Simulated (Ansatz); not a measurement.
A series of calculations on C3H8FNS

### Relaxation

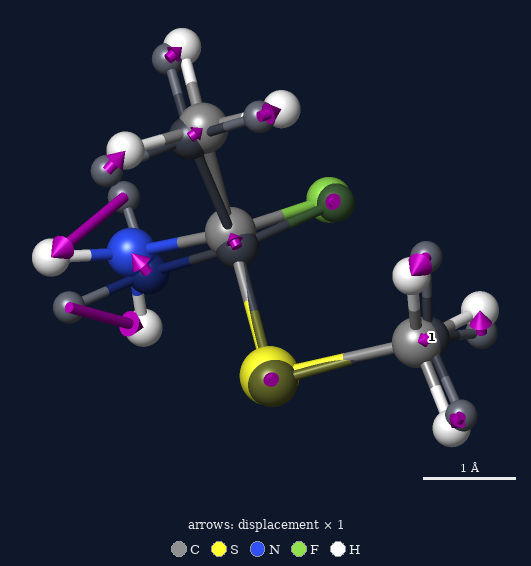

This is a relaxation of C3H8FNS. The starting structure is drawn faded, the final one solid; purple arrows show the displacements, at their true length. The two geometries are superimposed by the best rigid fit.

A ball-and-stick model, seen from a free direction.

The run prepares an end point of a later path (torsion) calculation, from a guessed geometry.

Theory: Ansatz 0.2.0, RHF/def2-SVP. (no spin polarisation; force threshold 0.015 eV/Å; at most 40 steps)

Question: Atoms of which element are displaced furthest, and by how much?

Answer: Hydrogen: up to 1.45 Å, against 0.29 Å for nitrogen.

Question: Describe the change and its energy.

Answer: The largest move after the best rigid fit is that of an H atom, 1.45 Å. Largest moves by element: H 1.45 Å, N 0.29 Å, C 0.19 Å, F 0.17 Å, S 0.15 Å. Some distances before and after: C–C 1.587 → 1.514 Å, C–S 1.782 → 1.842 Å, C–H 1.148 → 1.089 Å, C–H 1.043 → 1.090 Å. Bond angles that change, for instance: C–C–H 113.9° → 108.6°, S–C–F 112.2° → 107.2°, C–S–C 97.9° → 102.8°. Groups turn about C–N by about 105°. Over 23 accepted moves (25 points after the start) the energy falls by 0.619 eV. The largest force component goes from 4.3 to 0.0047 eV/Å. The line search rejected the trial steps at points 10, 19 of the run.

Limits of the set-up: Hartree-Fock leaves out electron correlation.

### Relaxation

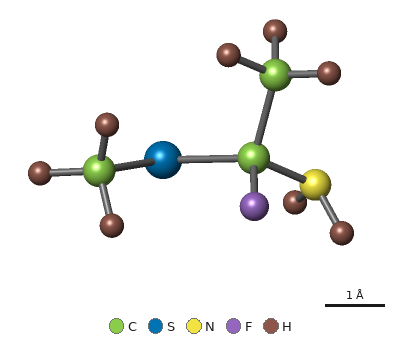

Starting structure of C₃H₈FNS. Style: ball-and-stick. Shown at a tilt.

The run prepares an end point of a later path (torsion) calculation, from a guessed geometry.

Computed with Ansatz 0.2.0, RHF/def2-SVP.

The input:
```yaml
crystal:
  periodic: [false, false, false]
  atoms:
    - { symbol: C, position_ang: [-1.291, -1.6381, -0.8387] }
    - { symbol: S, position_ang: [-1.539, 0.0212, -0.0691] }
    - { symbol: C, position_ang: [0.1486, 0.5874, -0.1572] }
    - { symbol: C, position_ang: [1.058, 0.0662, 1.0346] }
    - { symbol: "N", position_ang: [0.2001, 2.0224, -0.1993] }
    - { symbol: F, position_ang: [0.7694, 0.1717, -1.2874] }
    - { symbol: H, position_ang: [-2.2798, -2.101, -0.8553] }
    - { symbol: H, position_ang: [-0.5927, -2.1954, -0.3014] }
    - { symbol: H, position_ang: [-0.9989, -1.4656, -1.8424] }
    - { symbol: H, position_ang: [1.0317, -1.0376, 1.0527] }
    - { symbol: H, position_ang: [0.5651, 0.3821, 2.0223] }
    - { symbol: H, position_ang: [2.0426, 0.4078, 0.996] }
    - { symbol: H, position_ang: [0.69042, 2.31566, -1.08031] }
    - { symbol: H, position_ang: [-0.71305, 2.41379, -0.23155] }
basis:
  gaussian: { orbitals: def2-SVP }
hamiltonian:
  xc: hf
relax:
  f_tol: 0.015
  max_steps: 40
output:
  orbitals: {}
```

Command:
```bash
ansatz run input.yaml --threads 2 --pin off --max-ram 3072MiB --backend cpu --events-out ev --progress --plain --runs-dir out
```

Q: Where does the relaxation end?

A: H13 moves most after the best rigid fit: 1.03 Å. Largest moves by element: H 1.03 Å, N 0.20 Å, F 0.13 Å, C 0.12 Å, S 0.07 Å. Among the contacts that change: C3–C4 1.587 → 1.515 Å, C4–H11 1.148 → 1.087 Å, S2–C3 1.782 → 1.829 Å, C1–H8 1.043 → 1.089 Å. Bond angles that change, for instance: N5–C3–F6 105.4° → 111.2°, H10–C4–H11 104.5° → 109.3°, C3–C4–H12 113.9° → 109.4°. Groups turn about C3–N5 by about 60°. After 12 geometry steps the energy has fallen by 16.8 kcal/mol. Largest force component: 4.3 eV/Å at the start, 0.013 eV/Å at the end. Cost: 29 s on 2 threads of Arm Neoverse V2, on a shared host, peak memory 0.3 GiB.

The structure at the end:

```xyz
14

C    -1.3531   -1.6930   -0.7807
S    -1.5747   -0.0247   -0.1145
C     0.1318    0.6293   -0.1751
C     1.0288    0.0959    0.9228
N     0.0172    2.0318   -0.1087
F     0.6937    0.2313   -1.3711
H    -2.3475   -2.1358   -0.8153
H    -0.7225   -2.3070   -0.1396
H    -0.9402   -1.6564   -1.7851
H     1.1095   -0.9874    0.8604
H     0.6310    0.3714    1.8962
H     2.0309    0.5150    0.8079
H     0.9144    2.4814   -0.0872
H    -0.5279    2.3986   -0.8670
```

After the run, drawn alike:

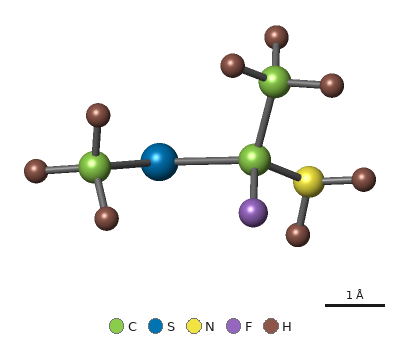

Limits of the set-up: Hartree-Fock leaves out electron correlation.

### Path

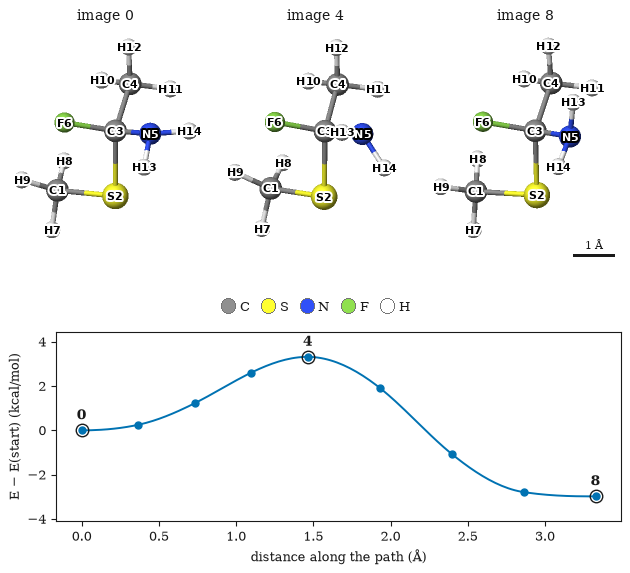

A search for the minimum-energy path of C3H8FNS by the nudged elastic band. Images are numbered from 0 (start) to 8 (end). The picture is a ball-and-stick view, seen from a free direction.

Method: Ansatz, RHF/def2-SVP.

The input:
```yaml
crystal:
  periodic: [false, false, false]
  atoms:
    - { symbol: C, position_ang: [-1.367995, -1.588329, -0.682275] }
    - { symbol: S, position_ang: [-1.444913, 0.109122, -0.055939] }
    - { symbol: C, position_ang: [0.314221, 0.649204, -0.128338] }
    - { symbol: C, position_ang: [1.197594, -0.046366, 0.886188] }
    - { symbol: "N", position_ang: [0.386639, 2.057994, 0.018811] }
    - { symbol: F, position_ang: [0.781118, 0.337028, -1.368139] }
    - { symbol: H, position_ang: [-2.398633, -1.919903, -0.796344] }
    - { symbol: H, position_ang: [-0.862434, -2.257178, 0.011697] }
    - { symbol: H, position_ang: [-0.876735, -1.611291, -1.65144] }
    - { symbol: H, position_ang: [1.190412, -1.12253, 0.726242] }
    - { symbol: H, position_ang: [0.853613, 0.156536, 1.899268] }
    - { symbol: H, position_ang: [2.217863, 0.318183, 0.766906] }
    - { symbol: H, position_ang: [-0.274265, 2.534916, -0.567031] }
    - { symbol: H, position_ang: [0.270515, 2.353414, 0.969092] }
basis:
  gaussian: { orbitals: def2-SVP }
hamiltonian:
  xc: hf
neb:
  order_check: false
  images: 7
  f_tol: 0.05
  max_iterations: 60
  initial_path: idpp
  final_atoms:
    - { symbol: C, position_ang: [-1.38175042, -1.59669433, -0.70046039] }
    - { symbol: S, position_ang: [-1.49950531, -0.02296183, 0.18593899] }
    - { symbol: C, position_ang: [0.19842094, 0.63189619, 0.00763482] }
    - { symbol: C, position_ang: [1.20772864, -0.03365587, 0.9202116] }
    - { symbol: "N", position_ang: [0.1135941, 2.01561651, 0.25790207] }
    - { symbol: F, position_ang: [0.61242559, 0.3836818, -1.28523568] }
    - { symbol: H, position_ang: [-2.38018973, -2.03096541, -0.67297232] }
    - { symbol: H, position_ang: [-0.69090323, -2.28558746, -0.21697973] }
    - { symbol: H, position_ang: [-1.08694862, -1.43700878, -1.73400326] }
    - { symbol: H, position_ang: [1.26421362, -1.10104606, 0.71689557] }
    - { symbol: H, position_ang: [0.92914023, 0.12017009, 1.95964454] }
    - { symbol: H, position_ang: [2.19623636, 0.39548715, 0.74164692] }
    - { symbol: H, position_ang: [1.01412744, 2.45826928, 0.22971902] }
    - { symbol: H, position_ang: [-0.50958961, 2.47359872, -0.38124415] }
```

Run as
```bash
ansatz run input.yaml --threads 2 --pin off --max-ram 3072MiB --backend cpu --events-out ev --progress --plain --runs-dir out
```

> Describe the mechanism and the energy profile.

The motion is a rotation about the C3–N5 bond by about 135°. No bond forms or breaks between the ends. Bond angles that change up to the highest image, for instance: C3–N5–H13 112.2° → 109.2°. The highest point, image 4, lies 3.3 kcal/mol above the start and 6.3 kcal/mol above the end; the end is at −3.0 kcal/mol relative to the start. The band converged in 7 iterations, with a climbing image at the top.

Limits of the set-up: Hartree-Fock leaves out electron correlation.

Cost: 100 s on 2 threads of Arm Neoverse V2 (shared host), peak memory 0.31 GiB.
